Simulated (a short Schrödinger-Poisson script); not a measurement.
Structure: MOS inversion layer, Al2O3 on p-type Si(100), at 300 K.

```tsv
layer	material	thickness (nm)	Na (cm⁻³)
1	Al2O3	5.6	-
2	Si	1900	5.1e16
```

The device is made up for the run: typed textbook-type constants, with dimensions and the other settings drawn at random. Al2O3: permittivity 9, conduction-band edge (eV) 2.7, gap (eV) 6.8, electron mass (mₑ) 0.3. Si: permittivity 11.7, conduction-band edge (eV) 0, gap (eV) 1.124, Nv at 300 K (cm⁻³) 3.1e19.

Channel valleys (confinement mass, in-plane density-of-states mass, number): Δ2 0.916, 0.19, 2; Δ4 0.19, 0.417, 4. At the gate the conduction-band edge of layer 1 lies 3.16 eV − eVg above the Fermi level of the channel; the field vanishes at the back. Gaps are held at their typed values at every temperature. Mesh 0.03 nm at interfaces.

From a short Schrödinger-Poisson script (our own, NumPy): 1D Poisson equation in equilibrium, electrons quantum, Hartree (BenDaniel-Duke, 12 states a valley, the channel's in-plane mass for all, wave functions free to enter the dielectric), parabolic valleys, classical holes, full ionisation, no traps, pinning or gate leakage.

Only gate voltages with over 1e8 electrons/cm² are shown.

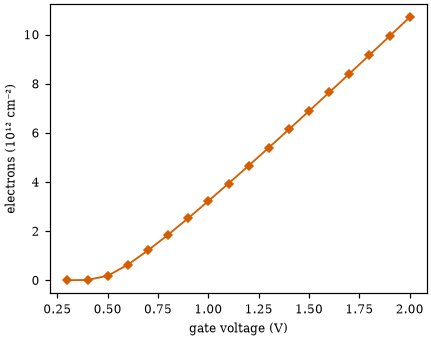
Sheet density against gate voltage

```csv
Vg (V),electrons (cm⁻²),C (μF/cm²),Δ2 E0 (meV),Δ2 E1 (meV),Δ4 E0 (meV),Δ4 E1 (meV)
0.3,3.82e8,0.0759,274.1,302.6,297.6,345.0
0.5,1.83e11,0.566,111.1,143.8,137.9,190.6
0.7,1.21e12,0.992,55.0,98.0,90.1,150.4
0.9,2.53e12,1.10,29.7,82.5,72.6,139.0
1.1,3.94e12,1.15,12.9,74.2,62.4,133.6
1.3,5.40e12,1.18,-0.1,68.8,55.2,130.4
1.5,6.89e12,1.21,-11.1,64.8,49.5,128.2
1.7,8.40e12,1.22,-20.7,61.7,44.6,126.7
1.9,9.94e12,1.23,-29.4,59.2,40.4,125.5
```

Subbands count from the Fermi level.
